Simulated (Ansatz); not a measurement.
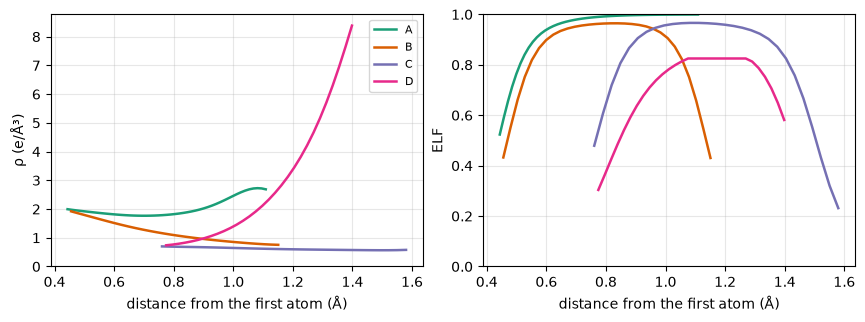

CH6FSi2 (charge −1). Total electron density and electron localisation function along straight lines between neighbouring atoms. The curves leave out the atomic cores.

Geometry: PBE-D3(BJ)/def2-SVPD.

Method: Ansatz 0.2.0, isolated molecule in a Gaussian basis; Kohn-Sham density functional theory, functional PBE0.

```yaml
atoms:
  - { symbol: C, position_ang: [-1.4639, -1.6338, -1.1544] }
  - { symbol: F, position_ang: [0.4601, -3.5355, -0.3679] }
  - { symbol: Si, position_ang: [0.1738, -1.8491, -0.1796] }
  - { symbol: Si, position_ang: [0.1348, -0.8202, 1.9222] }
  - { symbol: H, position_ang: [-1.4314, -2.1614, -2.1298] }
  - { symbol: H, position_ang: [-2.3217, -2.0270, -0.5718] }
  - { symbol: H, position_ang: [-1.6510, -0.5569, -1.3425] }
  - { symbol: H, position_ang: [1.2393, -1.2913, -1.1254] }
  - { symbol: H, position_ang: [-0.8209, -1.8956, 2.5071] }
  - { symbol: H, position_ang: [1.4401, -1.5048, 2.4024] }
```

Which curve belongs to which contact (C–H, C–Si, Si–F and Si–Si)? The first atom named is at distance zero.

Curve A: C–H (1.11 Å): the density is about 1.9 e/Å³ at the midpoint; the ELF climbs to about 1 towards the hydrogen, as it does in any bond to H (a covalent bond by its length). Curve B: C–Si (1.92 Å): ρ at the midpoint is about 0.89 e/Å³; the ELF peaks at about 0.95 between the atoms; a shared electron pair. Curve C: Si–Si (2.34 Å): ρ at the midpoint is about 0.6 e/Å³; the ELF peaks at about 0.95 between the atoms, as expected for a shared electron pair. Curve D: Si–F (1.72 Å): the density is about 0.87 e/Å³ at the midpoint; the ELF peaks at about 0.85 in the valence shell of F, 0.6 Å from its nucleus, and is about 0.55 at the midpoint.
